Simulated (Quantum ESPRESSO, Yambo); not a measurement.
# KBr (Fm-3m): G0W0 in Yambo against the screening cutoff

How does the gap of KBr (Fm-3m) converge in the screening cutoff?

Main program and level: Yambo 5.3.0; PBE and many-body steps on it, plane waves.

### Step 1. The starting structure

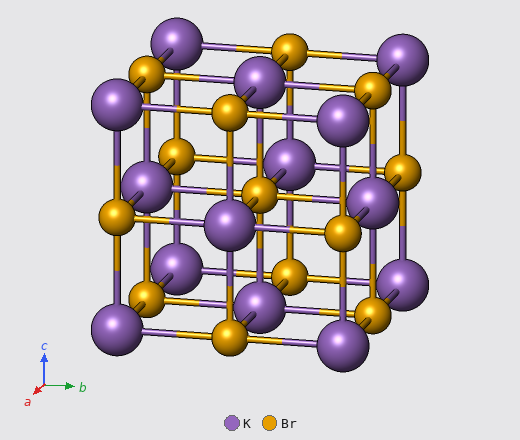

The cell as given, slightly off an axis (potassium purple, bromine orange). This picture shows the conventional cell, with its axes. Some periodic images of atoms are drawn too.

As a file:

```xyz
2
Lattice="0.0000 3.3000 3.3000 3.3000 0.0000 3.3000 3.3000 3.3000 0.0000" Properties=species:S:1:pos:R:3 pbc="T T T"
K     0.0000    0.0000    0.0000
Br    3.3000    3.3000    3.3000
```

The cell and positions come from the Crystallography Open Database and are kept as given unless a step says otherwise.

### Step 2. 3 Ha

This step: Yambo 5.3.0; G0W0 on PBE, plane waves, norm-conserving pseudopotentials.

Now the one-shot GW correction: screening in the RPA, then the self-energy of the levels asked for.

gw7.in reads:

```
HF_and_locXC
gw0
dyson
ppa
em1d
rim_cut
RandQpts= 1000000
RandGvec= 1 RL
EXXRLvcs= 76 Ry
VXCRLvcs= 304 Ry
Chimod= "HARTREE"
% BndsRnXp
 1 | 129 |
%
NGsBlkXp= 6 Ry
% LongDrXp
 1 | 1 | 1 |
%
% GbndRnge
 1 | 129 |
%
DysSolver= "n"
ExtendOut
PPAPntXp= 27.21138 eV
% QPkrange
 1 | 1 | 12 | 15 |
%
```

The run is started by

```
OMP_NUM_THREADS=1 mpirun -n 4 yambo -F gw7.in -J gw7 -C gw7 > gw7.log
```

What it wrote:

```text
 Yambo, version 5.3.0

 [02] CORE Variables Setup
 =========================

  [... cell, symmetries and grids as in the set-up ...]

  [02.05] Energies & Occupations
  ==============================

  [X] === General ===
  [X] Electronic Temperature                        :  0.000000  0.000000 [eV K]
  [X] Bosonic    Temperature                        :  0.000000  0.000000 [eV K]
  [X] Finite Temperature mode                       : no
  [X] El. density                                   :  0.36174E+24 [cm-3]
  [X] Fermi Level                                   :  2.085286 [eV]

  [X] === Gaps and Widths ===
  [X] Conduction Band Min                           :  4.436154 [eV]
  [X] Valence Band Max                              :  0.000000 [eV]
  [X] Filled Bands                                  :  13
  [X] Empty Bands                                   :    14   474
  [X] Direct Gap                                    :  4.436154 [eV]
  [X] Direct Gap localized at k                     :  1
  [X] Indirect Gap                                  :  4.436154 [eV]
  [X] Indirect Gap between kpts                     :  1  1
  [X] Last valence band width                       :  0.536069 [eV]
  [X] 1st conduction band width                     :  2.953841 [eV]

 [03] Transferred momenta grid and indexing
 ==========================================

 IBZ Q-points                                      :   8
 BZ  Q-points                                      :   64

 K/Q-points units:
 rlu = crystal or reduced units; cc = cartesian coordinates; iku = interal k-units

 Q [1]          [rlu]:  0.000000  0.000000  0.000000
 Q [2]          [rlu]: -0.15345E-16  0.40166E-16  0.25000
 Q [3]          [rlu]:  0.30690E-16 -0.80332E-16 -0.50000
 Q [4]          [rlu]: -0.46171E-17  0.25000      0.25000
 Q [5]          [rlu]: -0.20915E-17  0.25000      0.50000
 Q [6]          [rlu]: -0.24821E-16  0.25000     -0.25000
 Q [7]          [rlu]:  0.92343E-17 -0.50000     -0.50000
 Q [8]          [rlu]:  0.250000 -0.500000 -0.250000

 [04] Coloumb potential Random Integration (RIM)
 ===============================================

  [04.01] RIM initialization
  ==========================

  * Diagonal components only detected *

  8 x (sBL volume)        :  0.063927 [a.u.]
  sBZ random points       :  1000000
  Points outside the sBZ  :   7968281
  RL volume               :  0.511412 [a.u.]
  Integrated volume       :  0.513448 [a.u.]

  [04.02] RIM integrals
  =====================

  Gamma point sphere radius             :  0.072529 [a.u.]
  Points outside the sphere             :   800476
  [Int_sBZ(q=0) 1/q^2]*(Vol_sBZ)^(-1/3) =:  7.776341
                                 should be <:  7.795600

  Summary of Coulomb integrals for non-metallic bands |Q|[au] RIM/Bare

  Q [1] 0.100000E-4 0.997530 * Q [2] 0.218141 1.068480
  Q [4] 0.251888 1.066792 * Q [6] 0.356223 1.029814
  Q [5] 0.417709 1.022655 * Q [3] 0.436282 1.020683
  Q [7] 0.503776 1.017590 * Q [8] 0.563238 1.014367

 [WARNING] [Xp] User bands 1-129 break level degeneracy

 [05] Dipoles
 ============

  [05.01] Setup: observables and procedures
  =========================================

 [06] Dynamic Dielectric Matrix (PPA)
 ====================================

 [WR./gw7//ndb.pp]---------------------------------------------------------------
  Brillouin Zone Q/K grids (IBZ/BZ)                :    8   64    8   64
  RL vectors                                       :   6567 [WF]
  Coulomb cutoff potential                         : none
  Electronic Temperature                           :  0.000000 [K]
  Bosonic    Temperature                           :  0.000000 [K]
  PPA    diel. fun.  energies                      : Perdew, Burke & Ernzerhof(X)+Perdew, Burke & Ernzerhof(C)
  wavefunctions                                    : Perdew, Burke & Ernzerhof(X)+Perdew, Burke & Ernzerhof(C)
  Global Gauge                                     : length
  X matrix size                                    :  137
  X band range                                     :    1  129
  X e/h energy range                               : -1.000000 -1.000000 [eV]
  X Time ordering                                  : R
  X Hxc Kernel                                     : HARTREE
  X Drude frequency                                :  0.000000  0.000000
  X poles                                          :  100.0000 [o/o]
  RL vectors in the sum                            :   6567
  [r,Vnl] included                                 : yes
  Field direction                                  :  0.577350E-5  0.577350E-5  0.577350E-5
  BZ energy Double Grid                            : no
  BZ energy DbGd points                            : 0
  BZ Q point size factor                           : -1.000000
  X Optical Averaged directions                    : none

 [07] Local Exchange-Correlation + Non-Local Fock
 ================================================

 [VXC] Plane waves :   43599
 [EXS] Plane waves :   5577

 QP @ state[ 1 ] K range:  1  1
 QP @ state[ 1 ] b range:  12  15

 [xc] Functional : Perdew, Burke & Ernzerhof(X)+Perdew, Burke & Ernzerhof(C)
 [xc] LIBXC used to calculate xc functional
  PP Number of Atomic Species                      :  2
  NLCC RL compoments                               :   43599
  PP Number of Atomic Species                      :  2
  NLCC RL compoments                               :   43599

 [xc] E_xc :  -16.87313 [Ha]
      E_xc :  -33.74626 [Ry]

  Local XC kind (lXC) : Perdew, Burke & Ernzerhof(X)+Perdew, Burke & Ernzerhof(C)
  Non-Local XC kind (nlXC) : Hartree-Fock

  Corrections @ K [1] :  [eV]
 <12|nlXC|12> = -19.54507 -0.66412E-17 <12|lXC|12> = -14.35201  0.56645E-15
 <13|nlXC|13> = -19.54501 -0.52136E-17 <13|lXC|13> = -14.35201 -0.23602E-16
 <14|nlXC|14> = -3.946253  0.22324E-17 <14|lXC|14> = -7.314515  0.37763E-15
 <15|nlXC|15> = -3.767110  0.64592E-19 <15|lXC|15> = -8.482834 -0.47204E-16

 [08] Dyson equation: Newton solver
 ==================================

  [08.01] G0W0 (W PPA)
  ====================

  [  GW  ] Bands range     :    1  129
  [GW/PPA] G damping       :  0.100000 [eV]

  QP @ state[ 1 ] K range:  1  1
  QP @ state[ 1 ] b range:  12  15

   Sc/G bands                                       :    1  129
   Sc/G damping                                     :  0.100000 ev
   Sc bands terminator                              : no
   Sx RL components                                 :   5577

   QP @ state[ 1 ] K range                          :  1  1
   QP @ state[ 1 ] b range                          :  12  15
   GF energies kind                                 : Perdew, Burke & Ernzerhof(X)+Perdew, Burke & Ernzerhof(C)
   GF WF`s kind                                     : Perdew, Burke & Ernzerhof(X)+Perdew, Burke & Ernzerhof(C)
   Xs energies kind                                 : Perdew, Burke & Ernzerhof(X)+Perdew, Burke & Ernzerhof(C)
   Xs WF`s kind                                     : Perdew, Burke & Ernzerhof(X)+Perdew, Burke & Ernzerhof(C)

 [11] Game Over & Game summary
```

It took 90 s on 4 MPI ranks of Arm Neoverse V1, shared host; peak memory 1.8 GiB; 5.9 min of CPU time.

Numbers from this step:

```
G0W0 gap on the points computed              : 7.608 eV
starting gap on the mesh                     : 4.436 eV
k of the valence top                         : 0, 0, 0
k of the conduction bottom                   : 0, 0, 0
least direct G0W0 gap on the computed points : 7.608 eV
Z at the valence top                         : 0.8311
Z at the conduction bottom                   : 0.8743
```

The gap on the mesh goes from 4.44 eV to 7.61 eV, a correction of +3.17 eV.

### Step 3. 4.75 Ha

gw8.in reads:

```
HF_and_locXC
gw0
dyson
ppa
em1d
rim_cut
RandQpts= 1000000
RandGvec= 1 RL
EXXRLvcs= 76 Ry
VXCRLvcs= 304 Ry
Chimod= "HARTREE"
% BndsRnXp
 1 | 129 |
%
NGsBlkXp= 9.5 Ry
% LongDrXp
 1 | 1 | 1 |
%
% GbndRnge
 1 | 129 |
%
DysSolver= "n"
ExtendOut
PPAPntXp= 27.21138 eV
% QPkrange
 1 | 1 | 12 | 15 |
%
```

The run is started by

```
OMP_NUM_THREADS=1 mpirun -n 4 yambo -F gw8.in -J gw8 -C gw8 > gw8.log
```

What it wrote:

```text
 Yambo, version 5.3.0

 [02] CORE Variables Setup
 =========================

  [... cell, symmetries and grids as in the set-up ...]

  [02.05] Energies & Occupations
  ==============================

  [X] === General ===
  [X] Electronic Temperature                        :  0.000000  0.000000 [eV K]
  [X] Bosonic    Temperature                        :  0.000000  0.000000 [eV K]
  [X] Finite Temperature mode                       : no
  [X] El. density                                   :  0.36174E+24 [cm-3]
  [X] Fermi Level                                   :  2.085286 [eV]

  [X] === Gaps and Widths ===
  [X] Conduction Band Min                           :  4.436154 [eV]
  [X] Valence Band Max                              :  0.000000 [eV]
  [X] Filled Bands                                  :  13
  [X] Empty Bands                                   :    14   474
  [X] Direct Gap                                    :  4.436154 [eV]
  [X] Direct Gap localized at k                     :  1
  [X] Indirect Gap                                  :  4.436154 [eV]
  [X] Indirect Gap between kpts                     :  1  1
  [X] Last valence band width                       :  0.536069 [eV]
  [X] 1st conduction band width                     :  2.953841 [eV]

 [03] Transferred momenta grid and indexing
 ==========================================

 IBZ Q-points                                      :   8
 BZ  Q-points                                      :   64

 K/Q-points units:
 rlu = crystal or reduced units; cc = cartesian coordinates; iku = interal k-units

 Q [1]          [rlu]:  0.000000  0.000000  0.000000
 Q [2]          [rlu]: -0.15345E-16  0.40166E-16  0.25000
 Q [3]          [rlu]:  0.30690E-16 -0.80332E-16 -0.50000
[...]
================================================

 [VXC] Plane waves :   43599
 [EXS] Plane waves :   5577

 QP @ state[ 1 ] K range:  1  1
 QP @ state[ 1 ] b range:  12  15

 [xc] Functional : Perdew, Burke & Ernzerhof(X)+Perdew, Burke & Ernzerhof(C)
 [xc] LIBXC used to calculate xc functional
  PP Number of Atomic Species                      :  2
  NLCC RL compoments                               :   43599
  PP Number of Atomic Species                      :  2
  NLCC RL compoments                               :   43599

 [xc] E_xc :  -16.87313 [Ha]
      E_xc :  -33.74626 [Ry]

  Local XC kind (lXC) : Perdew, Burke & Ernzerhof(X)+Perdew, Burke & Ernzerhof(C)
  Non-Local XC kind (nlXC) : Hartree-Fock

  Corrections @ K [1] :  [eV]
 <12|nlXC|12> = -19.54507 -0.66412E-17 <12|lXC|12> = -14.35201  0.56645E-15
 <13|nlXC|13> = -19.54501 -0.52136E-17 <13|lXC|13> = -14.35201 -0.23602E-16
 <14|nlXC|14> = -3.946253  0.22324E-17 <14|lXC|14> = -7.314515  0.37763E-15
 <15|nlXC|15> = -3.767110  0.64592E-19 <15|lXC|15> = -8.482834 -0.47204E-16

 [08] Dyson equation: Newton solver
 ==================================

  [08.01] G0W0 (W PPA)
  ====================

  [  GW  ] Bands range     :    1  129
  [GW/PPA] G damping       :  0.100000 [eV]

  QP @ state[ 1 ] K range:  1  1
  QP @ state[ 1 ] b range:  12  15

   Sc/G bands                                       :    1  129
   Sc/G damping                                     :  0.100000 ev
   Sc bands terminator                              : no
   Sx RL components                                 :   5577

   QP @ state[ 1 ] K range                          :  1  1
   QP @ state[ 1 ] b range                          :  12  15
   GF energies kind                                 : Perdew, Burke & Ernzerhof(X)+Perdew, Burke & Ernzerhof(C)
   GF WF`s kind                                     : Perdew, Burke & Ernzerhof(X)+Perdew, Burke & Ernzerhof(C)
   Xs energies kind                                 : Perdew, Burke & Ernzerhof(X)+Perdew, Burke & Ernzerhof(C)
   Xs WF`s kind                                     : Perdew, Burke & Ernzerhof(X)+Perdew, Burke & Ernzerhof(C)

 [11] Game Over & Game summary
```

Run time: 2.2 min. Hardware: 4 MPI ranks; peak memory 1.8 GiB; 8.6 min of CPU time.

Numbers from this step:

| Property | Result |
| --- | --- |
| G0W0 gap on the points computed | 7.662 eV |
| starting gap on the mesh | 4.436 eV |
| k of the valence top | 0, 0, 0 |
| k of the conduction bottom | 0, 0, 0 |
| least direct G0W0 gap on the computed points | 7.662 eV |
| Z at the valence top | 0.8291 |
| Z at the conduction bottom | 0.8740 |

Against the run before, the gap moves by +0.054 eV.

### Step 4. 9.5 Ha

gw9.in reads:

```
HF_and_locXC
gw0
dyson
ppa
em1d
rim_cut
RandQpts= 1000000
RandGvec= 1 RL
EXXRLvcs= 76 Ry
VXCRLvcs= 304 Ry
Chimod= "HARTREE"
% BndsRnXp
 1 | 129 |
%
NGsBlkXp= 19 Ry
% LongDrXp
 1 | 1 | 1 |
%
% GbndRnge
 1 | 129 |
%
DysSolver= "n"
ExtendOut
PPAPntXp= 27.21138 eV
% QPkrange
 1 | 1 | 12 | 15 |
%
```

The run is started by

```
OMP_NUM_THREADS=1 mpirun -n 4 yambo -F gw9.in -J gw9 -C gw9 > gw9.log
```

What it wrote:

```text
 Yambo, version 5.3.0

 [02] CORE Variables Setup
 =========================

  [... cell, symmetries and grids as in the set-up ...]

  [02.05] Energies & Occupations
  ==============================

  [X] === General ===
  [X] Electronic Temperature                        :  0.000000  0.000000 [eV K]
  [X] Bosonic    Temperature                        :  0.000000  0.000000 [eV K]
  [X] Finite Temperature mode                       : no
  [X] El. density                                   :  0.36174E+24 [cm-3]
[...]
Sx RL components                                 :   5577

   QP @ state[ 1 ] K range                          :  1  1
   QP @ state[ 1 ] b range                          :  12  15
   GF energies kind                                 : Perdew, Burke & Ernzerhof(X)+Perdew, Burke & Ernzerhof(C)
   GF WF`s kind                                     : Perdew, Burke & Ernzerhof(X)+Perdew, Burke & Ernzerhof(C)
   Xs energies kind                                 : Perdew, Burke & Ernzerhof(X)+Perdew, Burke & Ernzerhof(C)
   Xs WF`s kind                                     : Perdew, Burke & Ernzerhof(X)+Perdew, Burke & Ernzerhof(C)

 [11] Game Over & Game summary
```

Elapsed: 6.1 min, on 4 MPI ranks; peak memory 1.9 GiB; 24 min of CPU time.

Numbers from this step:

* G0W0 gap on the points computed: 7.669 eV
* starting gap on the mesh: 4.436 eV
* k of the valence top: 0, 0, 0
* k of the conduction bottom: 0, 0, 0
* least direct G0W0 gap on the computed points: 7.669 eV

Against the run before, the gap moves by +0.007 eV.

### Step 5. 12 Ha

gw10.in reads:

```
HF_and_locXC
gw0
dyson
ppa
em1d
rim_cut
RandQpts= 1000000
RandGvec= 1 RL
EXXRLvcs= 76 Ry
VXCRLvcs= 304 Ry
Chimod= "HARTREE"
% BndsRnXp
 1 | 129 |
%
NGsBlkXp= 24 Ry
% LongDrXp
 1 | 1 | 1 |
%
% GbndRnge
 1 | 129 |
%
DysSolver= "n"
ExtendOut
PPAPntXp= 27.21138 eV
% QPkrange
 1 | 1 | 12 | 15 |
%
```

The run is started by

```
OMP_NUM_THREADS=1 mpirun -n 4 yambo -F gw10.in -J gw10 -C gw10 > gw10.log
```

What it wrote:

```text
 Yambo, version 5.3.0

 [02] CORE Variables Setup
 =========================

  [... cell, symmetries and grids as in the set-up ...]

  [02.05] Energies & Occupations
  ==============================

  [X] === General ===
  [X] Electronic Temperature                        :  0.000000  0.000000 [eV K]
  [X] Bosonic    Temperature                        :  0.000000  0.000000 [eV K]
  [X] Finite Temperature mode                       : no
  [X] El. density                                   :  0.36174E+24 [cm-3]
[...]
Sx RL components                                 :   5577

   QP @ state[ 1 ] K range                          :  1  1
   QP @ state[ 1 ] b range                          :  12  15
   GF energies kind                                 : Perdew, Burke & Ernzerhof(X)+Perdew, Burke & Ernzerhof(C)
   GF WF`s kind                                     : Perdew, Burke & Ernzerhof(X)+Perdew, Burke & Ernzerhof(C)
   Xs energies kind                                 : Perdew, Burke & Ernzerhof(X)+Perdew, Burke & Ernzerhof(C)
   Xs WF`s kind                                     : Perdew, Burke & Ernzerhof(X)+Perdew, Burke & Ernzerhof(C)

 [11] Game Over & Game summary
```

Run time: 11 min. Hardware: 4 MPI ranks; peak memory 2 GiB; 42 min of CPU time.

Numbers from this step:

* G0W0 gap on the points computed: 7.667 eV
* starting gap on the mesh: 4.436 eV
* k of the valence top: 0, 0, 0
* k of the conduction bottom: 0, 0, 0
* least direct G0W0 gap on the computed points: 7.667 eV

Against the run before, the gap moves by −0.002 eV.

### Step 6. 15 Ha

gw11.in reads:

```
HF_and_locXC
gw0
dyson
ppa
em1d
rim_cut
RandQpts= 1000000
RandGvec= 1 RL
EXXRLvcs= 76 Ry
VXCRLvcs= 304 Ry
Chimod= "HARTREE"
% BndsRnXp
 1 | 129 |
%
NGsBlkXp= 30 Ry
% LongDrXp
 1 | 1 | 1 |
%
% GbndRnge
 1 | 129 |
%
DysSolver= "n"
ExtendOut
PPAPntXp= 27.21138 eV
% QPkrange
 1 | 1 | 12 | 15 |
%
```

The run is started by

```
OMP_NUM_THREADS=1 mpirun -n 4 yambo -F gw11.in -J gw11 -C gw11 > gw11.log
```

What it wrote:

```text
 Yambo, version 5.3.0

 [02] CORE Variables Setup
 =========================

  [... cell, symmetries and grids as in the set-up ...]

  [02.05] Energies & Occupations
  ==============================

  [X] === General ===
  [X] Electronic Temperature                        :  0.000000  0.000000 [eV K]
  [X] Bosonic    Temperature                        :  0.000000  0.000000 [eV K]
  [X] Finite Temperature mode                       : no
  [X] El. density                                   :  0.36174E+24 [cm-3]
[...]
Sx RL components                                 :   5577

   QP @ state[ 1 ] K range                          :  1  1
   QP @ state[ 1 ] b range                          :  12  15
   GF energies kind                                 : Perdew, Burke & Ernzerhof(X)+Perdew, Burke & Ernzerhof(C)
   GF WF`s kind                                     : Perdew, Burke & Ernzerhof(X)+Perdew, Burke & Ernzerhof(C)
   Xs energies kind                                 : Perdew, Burke & Ernzerhof(X)+Perdew, Burke & Ernzerhof(C)
   Xs WF`s kind                                     : Perdew, Burke & Ernzerhof(X)+Perdew, Burke & Ernzerhof(C)

 [11] Game Over & Game summary
```

It took 20 min on 4 MPI ranks; peak memory 2.3 GiB; 81 min of CPU time.

This step gave:

```yaml
g0w0_gap_on_the_points_computed: 7.665 eV
starting_gap_on_the_mesh: 4.436 eV
k_of_the_valence_top: 0, 0, 0
k_of_the_conduction_bottom: 0, 0, 0
least_direct_g0w0_gap_on_the_computed_points: 7.665 eV
```

Against the run before, the gap moves by −0.002 eV.

### Step 7. Side by side

Times are wall times on 4 MPI ranks of Arm Neoverse V1, shared host. The host was busy with other work, so they are no guide to cost.

| run | mesh | bands | screening cutoff (eV) | DFT gap (eV) | gap on the mesh (eV) | direct (eV) | time |
| --- | --- | --- | --- | --- | --- | --- | --- |
| 3 Ha | 4×4×4 | 129 | 81.6 | 4.436 | 7.608 | 7.608 | 90 s |
| 4.75 Ha | 4×4×4 | 129 | 129.3 | 4.436 | 7.662 | 7.662 | 2.2 min |
| 9.5 Ha | 4×4×4 | 129 | 258.5 | 4.436 | 7.669 | 7.669 | 6.1 min |
| 12 Ha | 4×4×4 | 129 | 326.5 | 4.436 | 7.667 | 7.667 | 11 min |
| 15 Ha | 4×4×4 | 129 | 408.2 | 4.436 | 7.665 | 7.665 | 20 min |

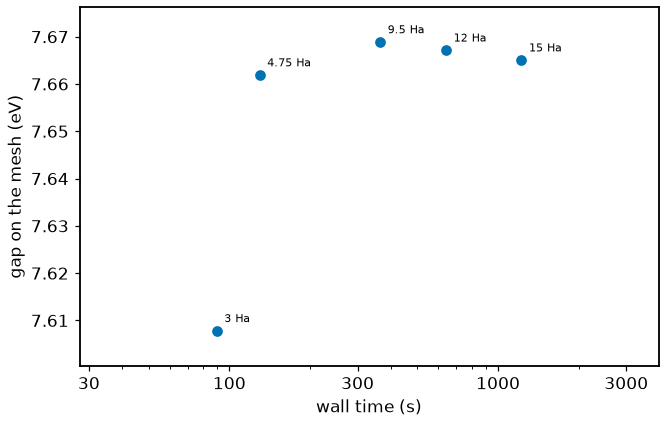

Result against wall time.

### Step 8. What came out

```json
{"3 Ha": "7.608 eV", "4.75 Ha": "7.662 eV", "9.5 Ha": "7.669 eV", "12 Ha": "7.667 eV", "15 Ha": "7.665 eV", "known limits": "not at the basis limit; no spin-orbit coupling"}
```

The setting moved: screening cutoff. From 3 Ha to 15 Ha the gap moves by +0.06 eV, for 14 times the time. It holds to 0.03 eV from 4.75 Ha on. Bands and screening cutoff are coupled, so a series along one setting does not show full convergence. Bands and cutoff are finite, so the gap is not at the basis limit. The miss can reach some tenths of an eV and take either sign; the mesh is an error of its own. In the G0W0 runs levels were corrected at 1 k point alone, so a gap called «on the mesh» is the least over those, and an edge elsewhere would be missed. The many-body steps are scalar-relativistic: spin-orbit coupling is not in them.

[Paths, hosts, dates, memory and timing lines, banners, echoed tables and standing remarks are left out of the program output.]

[Logs are printed without paths, hosts, clocks, repeated set-up lines and the standing remarks that a program may print on its own settings, such as how far it seeks lower states.]

[Runs of the session that timed out or met a known fault of the program may be left out.]

[Hosts, paths, dates, database ids (printed as entryN), source tags and the programs' standing remarks are cut or masked in the printed files.]
